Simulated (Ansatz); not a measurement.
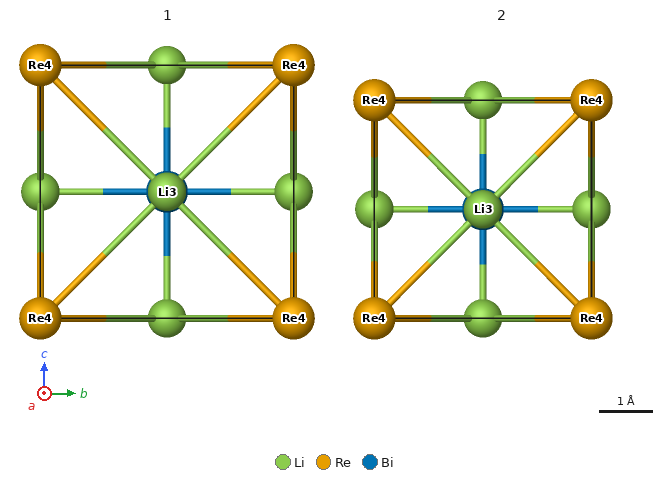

Two geometries of solid Li$_{3}$ReBi (built on the BaTiO3 type) (coarse preliminary run), drawn at one scale. One is the start of a relaxation, the other its converged end. A ball-and-stick model of the cell of the calculation, seen along the a axis.

All numbers below come from Ansatz, DFT PBE, scalar-relativistic, plane waves, PAW. Settings: plane-wave cutoff 420 eV; k-point mesh 4 × 4 × 4; occupations gaussian; smearing width 0.1 eV; no spin polarisation; cell and atoms relaxed; force threshold 0.04 eV/Å; at most 70 steps.

**Which geometry has the lower energy?**

Structure 1 is the relaxed one. Case: BaTiO3 type (P4/mmm, No. 123). The atoms keep their places relative to the cell (all moves are under 0.005 Å). Cell: a = b 4.118 → 4.802 Å (+16.6 %), c 4.137 → 4.803 Å (+16.1 %). Volume +57.9 %. Some distances before and after: Bi–Re 3.572 → 4.159 Å, Li–Re 2.912 → 3.396 Å, Bi–Li 2.059 → 2.401 Å. Within 0.06 Å the space group is Pm-3m at the start and Pm-3m at the end; at a tighter tolerance small leftover displacements or strains of the cell lower it. After 4 accepted moves (6 points after the start) the energy has fallen by 501 meV per atom. All forces vanish by symmetry, so only the cell relaxes. The pressure goes from 29.43 to 0.38 GPa. At 2 points the geometry stayed and the basis and grid were re-selected for the new cell (energy shift of 14.1 meV per atom at most each time).

Limits of the set-up: the k-point mesh is coarse for a cell with partly filled bands.
